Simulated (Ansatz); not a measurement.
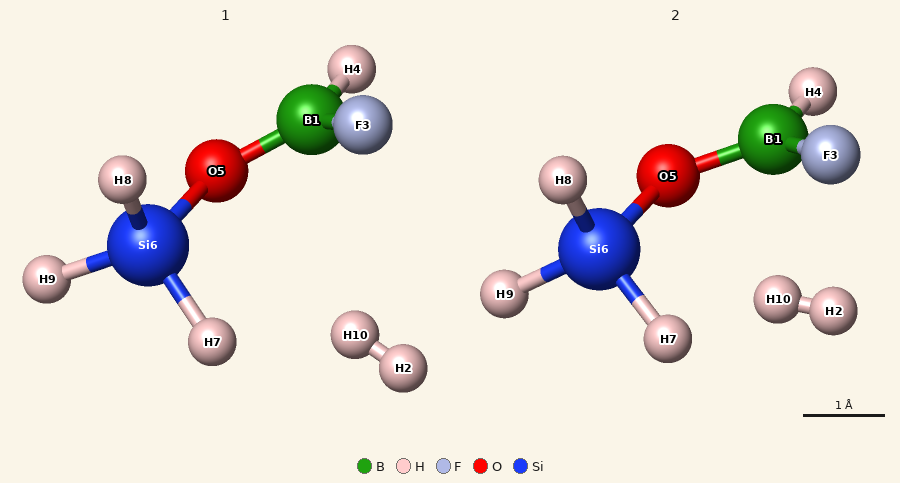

Two geometries of BSiH6OF, drawn at one scale. One is the start of a relaxation, the other its converged end. The picture is a ball-and-stick view, seen at a tilt.

Method: RKS PBE0-D4/6-31G* (Ansatz). Settings: no spin polarisation; force threshold 0.03 eV/Å; at most 50 steps.

### Which one is relaxed?

Structure 1 is the relaxed one. The run prepares an end point of a later path (reaction) calculation, from a guessed geometry. The largest move after the best rigid fit is that of H2, 0.80 Å. Largest moves by element: H 0.80 Å, F 0.47 Å, B 0.31 Å, O 0.07 Å, Si 0.06 Å. Among the contacts that change: H2–H10 0.709 → 0.744 Å, B1–O5 1.377 → 1.347 Å. Over 15 accepted moves (19 points after the start) the energy falls by 20.2 kJ/mol. The largest force component goes from 1.5 to 0.027 eV/Å. The line search rejected the trial steps at points 11, 13, 15, 18 of the run. The forces were under the threshold at step 9, but the run went on from there. The run took 120 s on 1 thread of Arm Neoverse N1, on a shared host, peak memory 0.14 GiB.
